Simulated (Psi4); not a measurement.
# One shape, several levels: NOF (nitrosyl fluoride)

Wanted: a comparison of 3 runs (HF/3-21G, B3LYP/6-31G*) of NOF (nitrosyl fluoride). 

Program for the calculation: Psi4 1.11.

**1. The molecule**

The species is NOF (3 atoms), meant as a singlet with charge 0. As SMILES, `O=NF`. The N2–F3 distance was set to 2.670 Å, away from the relaxed value. At this shape a bond of the SMILES string is far longer than usual.

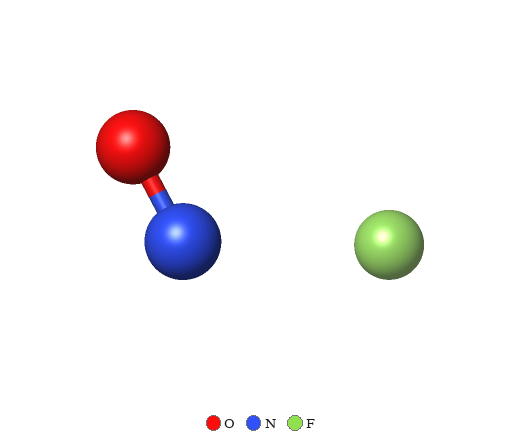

Viewed from a chosen angle; oxygen red, nitrogen blue, fluorine green.

**2. Energy and forces at HF/3-21G (run 1)**

Contents of calc.inp:

```
memory 2200 MB

molecule {
  O      1.801337    -0.334733     0.956393
  N      1.081917    -1.060243     0.481563
  F     -1.017290     0.239580    -0.534650
  symmetry c1
}

set basis 3-21G
set puream true
set e_convergence 1e-09
set d_convergence 1e-08
set scf_type pk

gradient('hf')
print_variables()
```

Command:

```bash
$ psi4 -i calc.inp -o calc.out -n 1
```

calc.out:

```text
[...]
  Running in c1 symmetry.
[...]
  Nuclear repulsion =   50.547778066504200
[...]
  Multiplicity = 1
[...]
  Nalpha       = 12
  Nbeta        = 12
[...]
    Number of basis functions: 27
[...]
   @RHF iter   1:  -226.97123892929804   -7.88420e-01   2.38548e-02 ADIIS/DIIS
[...]
   @RHF iter  18:  -227.16211329327231   -9.37916e-13   7.89818e-09 DIIS
[...]
    Orbital Energies [Eh]
    ---------------------
    Doubly Occupied:
       1A    -25.961880     2A    -20.791208     3A    -15.874634
       4A     -1.814403     5A     -1.319582     6A     -1.044948
       7A     -0.834961     8A     -0.809742     9A     -0.809517
      10A     -0.441916    11A     -0.441909    12A     -0.326354
[...]
  @RHF Final Energy:  -227.16211329327231
   => Energetics <=
    Nuclear Repulsion Energy =             50.5477780665042005
    One-Electron Energy =                -414.4776730845606494
    Two-Electron Energy =                 136.7677817247841574
    Total Energy =                       -227.1621132932723128
[...]
 Multipole Moments:
 ------------------------------------------------------------------------------------
     Multipole            Electronic (a.u.)      Nuclear  (a.u.)        Total (a.u.)
 ------------------------------------------------------------------------------------
 L = 1.  Multiply by 2.5417464519 to convert [e a0] to [Debye]
 Dipole X            :          0.6498677            1.6150779            2.2649457
 Dipole Y            :         -0.4886348           -0.5275785           -1.0162134
 Dipole Z            :         -0.0000000            0.0000000           -0.0000000
 Magnitude           :                                                    2.4824722
[...]
  -Total Gradient:
     Atom            X                  Y                   Z
    ------   -----------------  -----------------  -----------------
       1        0.070149940298     0.051149129799     0.000000000000
       2       -0.011910087418    -0.080718893505    -0.000000000000
       3       -0.058239852883     0.029569763706     0.000000000000
[...]
```

Run time: 2.7 s. Hardware: 1 thread of Intel Xeon Platinum 8259CL at 2.50GHz (Skylake/Cascade Lake), shared host; peak memory 0.18 GiB.

**3. Energy and forces at B3LYP/6-31G(d) (spherical functions) (run 2)**

Contents of job.in:

```
memory 2.2 GB

molecule molecule1 {
  O
  N 1 r2
  F 2 r3 1 a3

  r2 = 1.126674
  r3 = 2.67
  a3 = 110.42285
  symmetry c1
}

set puream true
set e_convergence 1e-09
set d_convergence 1e-08
set scf_type pk
set dft_radial_points 99
set dft_spherical_points 590

result, w = gradient('b3lyp/6-31G*', return_wfn=True)
oeprop(w, 'MAYER_INDICES', 'LOWDIN_CHARGES', 'QUADRUPOLE')
print_variables()
```

Command:

```bash
$ psi4 -i job.in -o job.out -n 1
```

job.out:

```text
[...]
  Running in c1 symmetry.
[...]
  Nuclear repulsion =   50.547766320535871
[...]
  Multiplicity = 1
[...]
  Nalpha       = 12
  Nbeta        = 12
[...]
    Number of basis functions: 42
[...]
   @RKS iter   1:  -229.33567277599749   -3.25748e-01   1.60976e-02 ADIIS/DIIS
[...]
   @RKS iter  21:  -229.59673545697694   -1.79057e-12   7.42525e-10 DIIS
[...]
    Orbital Energies [Eh]
    ---------------------
    Doubly Occupied:
       1A    -24.566231     2A    -19.418642     3A    -14.625816
       4A     -1.382349     5A     -0.991731     6A     -0.774813
       7A     -0.624860     8A     -0.620773     9A     -0.581555
      10A     -0.268999    11A     -0.265265    12A     -0.265214
[...]
  @RKS Final Energy:  -229.59673545697694
   => Energetics <=
    Nuclear Repulsion Energy =             50.5477663205358709
    One-Electron Energy =                -416.5944613177971405
    Two-Electron Energy =                 157.2258321084492252
    DFT Exchange-Correlation Energy =     -20.7758725681648819
    Empirical Dispersion Energy =           0.0000000000000000
    VV10 Nonlocal Energy =                  0.0000000000000000
    Total Energy =                       -229.5967354569769441
[...]
  -Total Gradient:
     Atom            X                  Y                   Z
    ------   -----------------  -----------------  -----------------
       1       -0.001432669306     0.025645832063    -0.000000000000
       2       -0.033210189257    -0.012101309579    -0.000000000000
       3        0.034642122627    -0.013545337375    -0.000000000000
[...]
 Multipole Moments:
 ------------------------------------------------------------------------------------
     Multipole            Electronic (a.u.)      Nuclear  (a.u.)        Total (a.u.)
 ------------------------------------------------------------------------------------
 L = 1.  Multiply by 2.5417464519 to convert [e a0] to [Debye]
 Dipole X            :         -0.3993602           -1.4470172           -1.8463774
 Dipole Y            :          0.1848442            0.8904817            1.0753259
 Dipole Z            :         -0.0000000            0.0000000           -0.0000000
 Magnitude           :                                                    2.1366879
 L = 2.  Multiply by 1.3450342976 to convert [e a0^2] to [Debye ang]
 Quadrupole XX       :       -138.2789194          125.8506887          -12.4282306
 Quadrupole XY       :         78.2416415          -77.0837012            1.1579403
[...]
```

Wall time 11 s (1 thread of Intel Xeon Platinum 8259CL at 2.50GHz (Skylake/Cascade Lake), shared host); peak memory 0.39 GiB.

**4. Energy and forces at B3LYP/6-31G(d) (Cartesian functions) (run 3)**

Contents of fno.py:

```python
import psi4

psi4.set_memory(2200000000)
psi4.set_num_threads(1)
psi4.set_output_file('psi4.out', False)

mol = psi4.geometry("""
O      3.40403359    -0.63255369     1.80732084
N      2.04452682    -2.00356890     0.91002218
F     -1.92239949     0.45274058    -1.01034207
units au
symmetry c1
no_reorient
no_com
""")

psi4.set_options({
    'basis': '6-31G*',
    'puream': False,
    'e_convergence': 1e-09,
    'd_convergence': 1e-08,
    'scf_type': 'pk',
    'dft_radial_points': 99,
    'dft_spherical_points': 590,
})

E, wfn = psi4.gradient('B3LYP', return_wfn=True)
psi4.oeprop(wfn, 'WIBERG_LOWDIN_INDICES', 'MULLIKEN_CHARGES', 'QUADRUPOLE', title='B3LYP')
print('gradient / Eh bohr^-1')
print(E.np.round(6))
print(f'energy = {wfn.energy():.10f} Eh')
```

Command:

```bash
$ python fno.py
```

psi4.out:

```text
[...]
  Running in c1 symmetry.
[...]
  Nuclear repulsion =   50.547777982925652
[...]
  Multiplicity = 1
[...]
  Nalpha       = 12
  Nbeta        = 12
[...]
    Number of basis functions: 45
[...]
   @RKS iter   1:  -229.33849332340381   -3.26697e-01   1.50421e-02 ADIIS/DIIS
[...]
   @RKS iter  22:  -229.60017078174425   -6.99174e-12   1.25581e-09 DIIS
[...]
  @RKS Final Energy:  -229.60017078174425
   => Energetics <=
    Nuclear Repulsion Energy =             50.5477779829256519
    One-Electron Energy =                -416.5739393545573535
    Two-Electron Energy =                 157.1858711329429639
    DFT Exchange-Correlation Energy =     -20.7598805430555196
    Empirical Dispersion Energy =           0.0000000000000000
    VV10 Nonlocal Energy =                  0.0000000000000000
    Total Energy =                       -229.6001707817442536
[...]
  -Total Gradient:
     Atom            X                  Y                   Z
    ------   -----------------  -----------------  -----------------
       1        0.016469222737     0.014625890126     0.010655677081
       2        0.012947769813    -0.032161160943     0.003658364183
       3       -0.029417068331     0.017534198880    -0.014314198880
[...]
 Multipole Moments:
 ------------------------------------------------------------------------------------
     Multipole            Electronic (a.u.)      Nuclear  (a.u.)        Total (a.u.)
 ------------------------------------------------------------------------------------
 L = 1.  Multiply by 2.5417464519 to convert [e a0] to [Debye]
 Dipole X            :        -22.4503081           24.2423611            1.7920529
 Dipole Y            :         14.3041567          -15.0107466           -0.7065899
 Dipole Z            :        -10.8245591           11.7356434            0.9110842
 Magnitude           :                                                    2.1309147
 L = 2.  Multiply by 1.3450342976 to convert [e a0^2] to [Debye ang]
 Quadrupole XX       :       -164.3696203          155.2207651           -9.1488552
 Quadrupole XY       :         52.4742159          -53.7334589           -1.2592430
[...]
  Mulliken Charges: (a.u.)
   Center  Symbol    Alpha    Beta     Spin     Total
       1     O     3.97231  3.97231  0.00000  0.05538
       2     N     3.33163  3.33163  0.00000  0.33673
       3     F     4.69606  4.69606  0.00000 -0.39212
   Total alpha = 12.00000, Total beta = 12.00000, Total charge =  0.00000
  Wiberg Bond Indices using Orthogonal Lowdin Orbitals:
[...]
```

On the terminal:

```text
gradient / Eh bohr^-1
[[ 0.016469  0.014626  0.010656]
 [ 0.012948 -0.032161  0.003658]
 [-0.029417  0.017534 -0.014314]]
energy = -229.6001707817 Eh
```

Run time: 12 s. Hardware: 1 thread of Intel Xeon Platinum 8259CL at 2.50GHz (Skylake/Cascade Lake), shared host; peak memory 0.4 GiB.

**5. The series**

```tsv
run	level	integration grid	Cartesian functions	energy (Eh)	dipole moment (D)	HOMO energy (eV)	LUMO energy (eV)	wall time
1	HF/3-21G	–	no	-227.162113	6.31	-8.88	-1.88	2.7 s
2	B3LYP/6-31G* (spherical functions)	99 radial × 590 angular	no	-229.596735	5.43	-7.22	-5.27	11 s
3	B3LYP/6-31G* (Cartesian functions)	99 radial × 590 angular	yes	-229.600171	5.42	-7.22	-5.28	12 s
```

**6. Outcome**

| quantity | value |
| --- | --- |
| run 3: total energy | -229.60017 Eh |
| run 3: dipole moment | 5.42 D |
| run 3: HOMO energy | -7.22 eV |
| run 3: LUMO energy | -5.28 eV |
| run 3: HOMO–LUMO gap | 1.94 eV |
| run 3: largest force on an atom | 1.909 eV/Å |

What this shows: The dipole moment (its size) runs from 5.42 D (B3LYP/6-31G*) to 6.31 D (HF/3-21G). The two ends differ in method and basis. The HOMO–LUMO gap runs from 1.94 eV (B3LYP/6-31G*) to 7.00 eV (HF/3-21G). In runs 1, 2, 3 a closed-shell determinant meets a far-stretched bond, which it describes badly. All runs together took 26 s, the longest 12 s.
